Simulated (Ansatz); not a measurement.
Breaking the I1–H2 bond in HI (multiplicity 1 held). Energies count from the point at 1.615 Å.


Restricted levels (R-, RO-) in cc, def2 and unpolarised 6-31G sets keep to the state of the molecule at rest. Unrestricted levels (U-) break spin symmetry where that is lower. Active spaces are followed from rest. Curves can end on different states.

Correlated levels freeze the cores. Filled d and f shells under p-block atoms count as core.

The values were computed with Ansatz (a program for electronic structure) with Gaussian orbitals. Each number belongs to the level named beside it. In def2 rows elements past Kr take small-core potentials, without spin–orbit coupling.

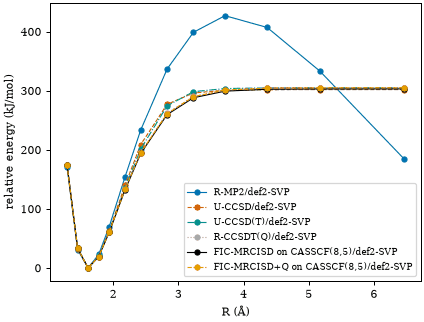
Fig. 1. Relative energy along the coordinate

**Question.** Read off the R-MP2/def2-SVP curve at R = 6.462.

**Answer.** about 180 kJ/mol

Doubts at one or more of the structures used: a restricted determinant that unrestricted orbitals would lower (R-MP2/def2-SVP, R-CCSDT(Q)/def2-SVP); a spin-contaminated determinant (U-CCSD/def2-SVP, U-CCSD(T)/def2-SVP); T1 above 0.05 (U-CCSD/def2-SVP, U-CCSD(T)/def2-SVP); other coupled-cluster roots lie near (R-CCSDT(Q)/def2-SVP).
